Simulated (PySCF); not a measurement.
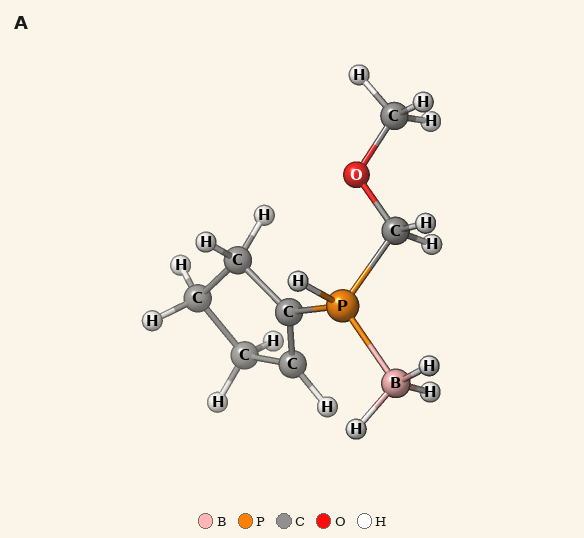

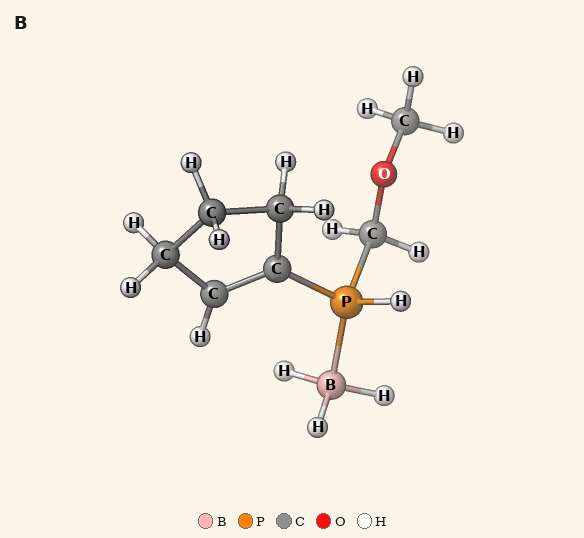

Atoms fade into the background with distance from the viewer. The geometry was computed by an optimisation with PBE0-D3(BJ)/def2-SVP. No frequency run is at hand to confirm it as a minimum.

**How are A and B related: the same structure turned, mirror images, conformers, diastereomers or constitutional isomers?**

They are the same structure, C7H16BOP ([BH3-][P@@H+](COC)C1=CCCC1), seen from two directions: a rotation takes one into the other. The geometry is chiral (C1), so its mirror image would differ.
